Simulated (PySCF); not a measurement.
In(H)(Me)(OH), CH5InO, SMILES [InH]([OH])[CH3] at its PBE0/def2-SVP optimised geometry (Å):

```
8

In    -0.4380    -0.3509     0.0000
H     -1.6444    -1.5908     0.0039
C      1.7092    -0.3509     0.0000
H      2.0900    -0.8073     0.9255
H      2.0635     0.6869    -0.0647
H      2.0987    -0.9250    -0.8532
O     -1.1373     1.5345     0.0000
H     -2.0987     1.5908    -0.0005
```

Level of theory: PBE0/def2-TZVP, def2 effective core potentials past Kr in PySCF. The core electrons that the potentials of In replace are not part of the density. Cells within 0.4 Å of a nucleus heavier than hydrogen are left out (blank, or x).

Map of the deformation density (molecule minus spherical neutral atoms) (e/bohr³) on the plane z = 0.0 Å:

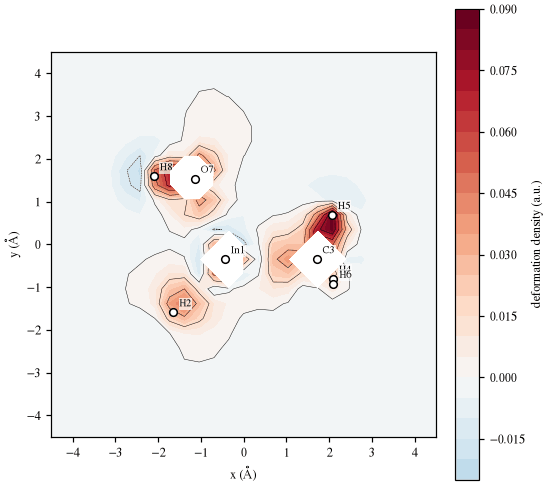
Fig. 1. Deformation density (molecule minus spherical neutral atoms) (e/bohr³) on the plane z = 0.0 Å.
